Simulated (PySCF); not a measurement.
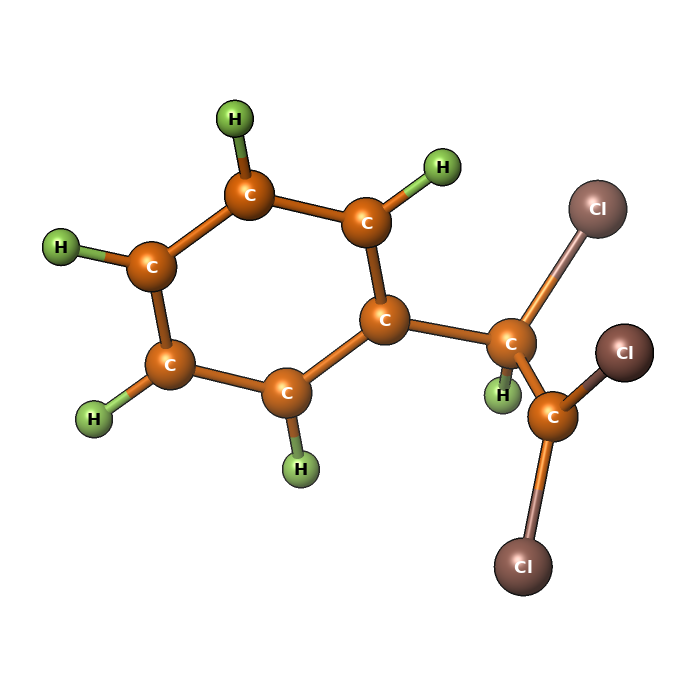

Ball-and-stick drawing of a structure. Every bond is drawn as one stick, whatever its order.

Charge +1, singlet. Computed geometry: GFN2-xTB optimisation. No frequency run is at hand to confirm it as a minimum.

Give the formula.

C₈H₆Cl₃⁺, 17 atoms: 8 carbon, 6 hydrogen and 3 chlorine.

How many bonds of each kind are drawn?

8 C–C, 6 C–H, 3 C–Cl. Sticks follow a distance rule.

Which point group does it belong to?

C1.

The parts below concern this one geometry. Atoms keep their numbers from picture to picture.

## Shape

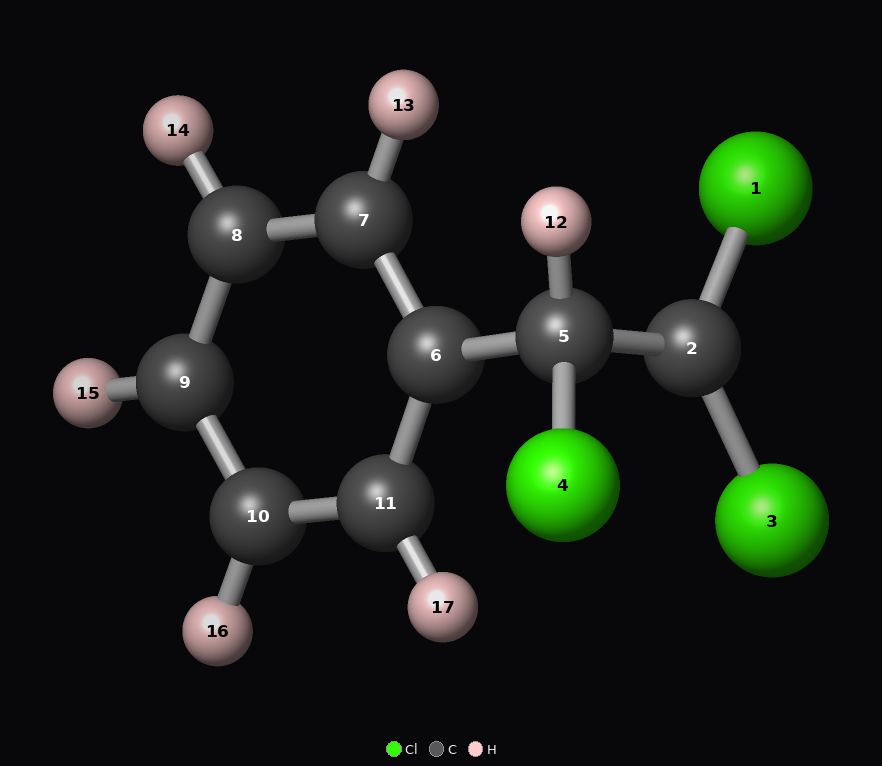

Numbered structure. No frequency run is at hand to confirm it as a minimum.

Give these bond angles: Cl1–C2–Cl3, Cl1–C2–C5, C2–C5–Cl4, C2–C5–H12, Cl3–C2–C5, Cl4–C5–C6, C5–C6–C11, C6–C5–H12, C6–C7–H13, C8–C9–C10, C9–C8–H14, C9–C10–H16.

```json
{"angle": "Cl1–C2–Cl3", "degrees": "118.2"}
{"angle": "Cl1–C2–C5", "degrees": "120.5"}
{"angle": "C2–C5–Cl4", "degrees": "114.9"}
{"angle": "C2–C5–H12", "degrees": "113.9"}
{"angle": "Cl3–C2–C5", "degrees": "121.3"}
{"angle": "Cl4–C5–C6", "degrees": "114.2"}
{"angle": "C5–C6–C11", "degrees": "120.9"}
{"angle": "C6–C5–H12", "degrees": "110.9"}
{"angle": "C6–C7–H13", "degrees": "120.6"}
{"angle": "C8–C9–C10", "degrees": "120.2"}
{"angle": "C9–C8–H14", "degrees": "120.3"}
{"angle": "C9–C10–H16", "degrees": "120.2"}
```

## Electronic properties

No frequency run is at hand to confirm it as a minimum. Level of theory: PBE0/pcSseg-1, gas phase (PySCF 2.14.0).

What is the HOMO–LUMO gap?

3.28 eV.

Give the HOMO energy (Kohn–Sham orbital) at this level.

−11.93 eV.

## Quadrupole coupling

No frequency run is at hand to confirm it as a minimum. Electric field gradients from the ground-state density, PBE0/pcSseg-1 (PySCF 2.14.0), non-relativistic apart from any core potentials.

Give the largest field-gradient component, the quadrupole coupling constant and the asymmetry for 35Cl at Cl1 (Q = −81.7 mb), 35Cl at Cl3 (Q = −81.7 mb), 35Cl at Cl4 (Q = −81.7 mb), 2H at H12 (Q = 2.86 mb), 2H at H13 (Q = 2.86 mb).

| atom | V_zz (a.u.) | e²qQ/h (MHz) | η |
| --- | --- | --- | --- |
| Cl1 | 4.066 | −78.0 | 0.42 |
| Cl3 | 3.994 | −76.7 | 0.50 |
| Cl4 | 4.681 | −89.9 | 0.02 |
| H12 | 0.287 | 0.193 | 0.05 |
| H13 | 0.321 | 0.216 | 0.07 |

## NMR shielding

The questions are on isotropic NMR shieldings of the Cl atoms. No frequency run is at hand to confirm it as a minimum. Level of theory: GIAO PBE0/pcSseg-1 NMR shielding, non-relativistic, gas phase (PySCF 2.14.0).

Give the isotropic NMR shieldings of the Cl atoms atom by atom.

```tsv
atom	σ (ppm)
Cl1	273.5
Cl3	301.3
Cl4	630.9
```
